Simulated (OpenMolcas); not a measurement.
# SnSiH4ClF: a line through the functionals

SnSiH4ClF has 8 atoms, charge 0, and is taken as a singlet. SMILES: `[F][SnH]([SiH3])[Cl]`. The shape is that of a PBE0-D4/def2-TZVP optimisation.

The vertical energy of the triplet above the singlet y, in eV, basis def2-SVP with a core potential; a is the functional's share of exact exchange. Programs: OpenMolcas 26.06.

| functional | program | a | y (eV) |
| --- | --- | --- | --- |
| PBE | OpenMolcas | 0 | 4.91 |
| TPSS | OpenMolcas | 0 | 5.08 |
| B3LYP | OpenMolcas | 0.2 | 5.27 |
| PBE0 | OpenMolcas | 0.25 | ? |
| BHLYP | OpenMolcas | 0.5 | 5.79 |

Question: Fit y = c + s·a to the known rows and predict PBE0.

Answer: 
1. Means of the 4 rows: a = 0.1750, y = 5.263.
2. Σ(Δa)² = 0.1675, Σ(Δa·Δy) = 0.26525, so the slope is 0.26525/0.1675 = 1.5836.
3. Intercept: 5.263 − (1.5836) × 0.1750 = 4.986. The largest residual of the fit is 0.095.
4. PBE0: 4.986 + (1.5836) × 0.25 = 5.38 eV.

The run gave 5.40 eV, so the prediction is off by -0.02 eV, within the largest residual. The rows mix families of semi-local functionals, which the line can't see. Spin-orbit coupling is left out.

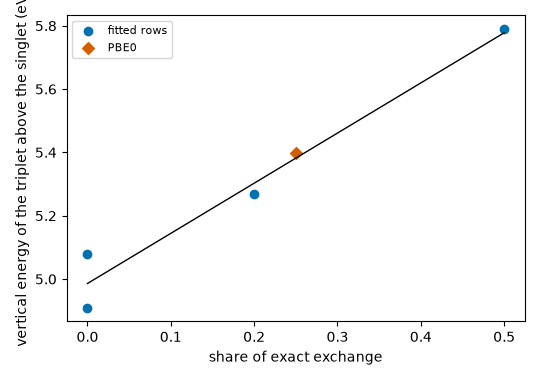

The fitted line, with the withheld row.
